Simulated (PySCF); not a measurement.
# U-r2SCAN/STO-6G run of GeH3 (SMILES [GeH3])

What is the vertical doublet–quartet gap of GeH3 at U-r2SCAN/STO-6G? The job is set up through a Python script.

The results are computed with PySCF 2.14.0.

12 further runs of the same task are left out: 2 that didn't finish, 10 set aside as unsound or not needed.

## (1) The system as given

GeH3: 4 atoms, total charge 0, spin state doublet. As SMILES, `[GeH3]`. The coordinates come from a PBE0-D4/def2-TZVP relaxation.

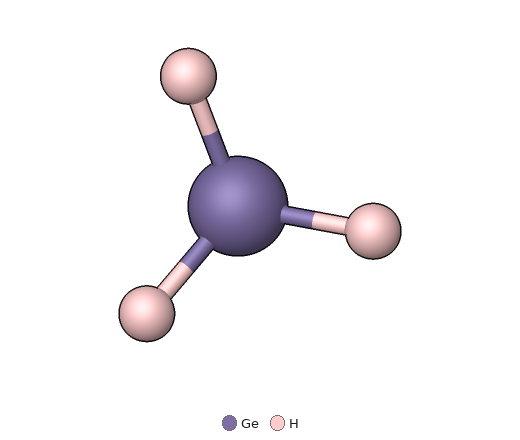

The structure, seen from a chosen angle (germanium purple, hydrogen pink).

## (2) A single-point energy at U-r2SCAN/STO-6G

Contents of job.py:

```python
from pyscf import gto, dft

system = gto.M(
    atom='Ge 0.214600 -0.125900 -0.249400; H 1.055000 0.109600 1.018300; H -0.882800 -1.175900 -0.000100; H -0.386800 1.192200 -0.768800',
    max_memory=1860,
    charge=0,
    basis='sto-6g',
    verbose=3,
    spin=1,
)

myscf = dft.UKS(system)
myscf.xc = 'r2scan'
myscf.grids.level = 5
myscf.conv_tol = 1e-10
myscf.kernel()
if not myscf.converged:
    myscf = myscf.newton().run(myscf.mo_coeff, myscf.mo_occ)

e_final = myscf.e_tot
print('E = %.10f Eh' % e_final)
```

Started as:

```sh
$ OMP_NUM_THREADS=1 python job.py
```

The log of the run:

```text
WARN: HOMO -0.380923256579967 >= LUMO -0.380923256579962

WARN: HOMO 0.12038201933797 >= LUMO 0.120382090680871

converged SCF energy = -2067.45147509654  <S^2> = 0.75244847  2S+1 = 2.002447
E = -2067.4514750965 Eh
```

It took 5.1 s on 1 thread of Arm Neoverse V2, shared host; peak memory 0.21 GiB.

## (3) The quartet at the same level

Contents of run.py:

```python
from pyscf import gto, dft

system = gto.M(
    atom=[
    ('Ge', (0.214600, -0.125900, -0.249400)),
    ('H', (1.055000, 0.109600, 1.018300)),
    ('H', (-0.882800, -1.175900, -0.000100)),
    ('H', (-0.386800, 1.192200, -0.768800)),
],
    basis='sto-6g',
    spin=3,
    max_memory=1860,
    verbose=3,
)

mf = dft.UKS(system, xc='r2scan')
mf.grids.level = 5
mf.conv_tol = 1e-10
mf.kernel()
if not mf.converged:
    mf = mf.newton().run(mf.mo_coeff, mf.mo_occ)

e_final = mf.e_tot
print('E(%s) = %.9f' % ('R2SCAN', e_final))
```

Started as:

```sh
$ OMP_NUM_THREADS=1 python run.py
```

The log of the run:

```text
WARN: HOMO -0.0231529811988506 >= LUMO -0.547097820171819

WARN: HOMO 0.209802884203131 >= LUMO 0.0848259906109838

WARN: HOMO 0.180384930411547 >= LUMO -0.157648426941499

WARN: HOMO 0.203031809093728 >= LUMO -0.189052335081329

WARN: HOMO 0.189301846299239 >= LUMO -0.199235629153635

WARN: HOMO 0.197655124419687 >= LUMO -0.192253236198099

WARN: HOMO 0.199705612306307 >= LUMO -0.186088323536549

WARN: HOMO 0.19964921870834 >= LUMO -0.182449775210658

WARN: HOMO 0.200309956575742 >= LUMO -0.180164198504256

WARN: HOMO 0.201968399963862 >= LUMO -0.177772131319318

WARN: HOMO 0.202247381520545 >= LUMO -0.176765857490097

WARN: HOMO 0.202220204612214 >= LUMO -0.176797327573339

WARN: HOMO 0.202225013197913 >= LUMO -0.176813026809442

WARN: HOMO 0.202222192159016 >= LUMO -0.176820213352641

WARN: HOMO 0.202222924868363 >= LUMO -0.176818593021385

WARN: HOMO 0.202221739874836 >= LUMO -0.176819602224453

converged SCF energy = -2067.04788956534  <S^2> = 3.7518452  2S+1 = 4.0009225
E(R2SCAN) = -2067.047889565
```

Run time: 6.9 s. Hardware: 1 thread of Arm Neoverse V2, shared host; peak memory 0.21 GiB.

## (4) Results

At U-r2SCAN/STO-6G:

| quantity | value |
| --- | --- |
| doublet: total energy | -2067.45148 Eh |
| doublet: dipole moment | 0.18 D |
| doublet: HOMO energy (highest over α and β) | -2.41 eV |
| doublet: LUMO energy (lowest over α and β) | -0.11 eV |
| doublet: ⟨S²⟩ | 0.752 |
| quartet: total energy | -2067.04789 Eh |
| quartet: dipole moment | 1.29 D |
| quartet: ⟨S²⟩ | 3.752 |
| vertical energy of the quartet above the doublet | 10.982 eV |

In words: At this shape the quartet lies 10.98 eV (253 kcal/mol) above the doublet. In a minimal basis such a difference can be off by several eV, whatever the method.
